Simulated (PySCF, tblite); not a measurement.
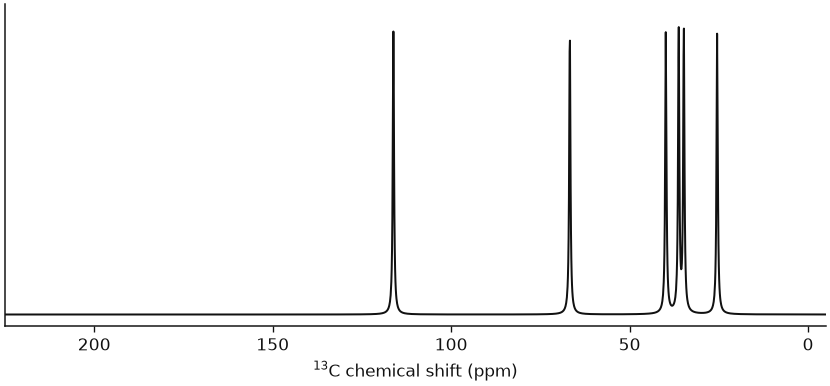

GIAO shifts, PBE0/pcSseg-1 in PySCF, at a GFN2-xTB geometry (a minimum by its frequencies), against TMS for ¹³C computed at the same level. Gas phase, fully decoupled, line heights follow the number of nuclei, widths are arbitrary (no quadrupolar broadening); values of one conformer, averaged over methyl-type rotors and exact or near symmetry; other conformers aren't averaged in.

**Which molecule was computed?**
A. C₄H₇NS₂Si, SMILES N#C[SiH]1SCCCS1
B. C₆H₁₂F₂OSi, SMILES O[C@@H]1C[C@@H](CF)[SiH2][C@@H]1CF
C. C₅H₈BNS, SMILES [BH3-][N+]#C[C@@H](C#C)SC
D. C₆H₁₂F₂OSi, SMILES F[SiH2][C@@H]1CCCO[C@H](F)C1

Option D. Its ¹³C signals: 116.2 (1 C), 66.8 (1 C), 39.9 (1 C), 36.2 (1 C), 34.8 (1 C), 25.5 (1 C) ppm.

Caveats: the tight-binding geometry is rougher than a DFT one and adds to the error.
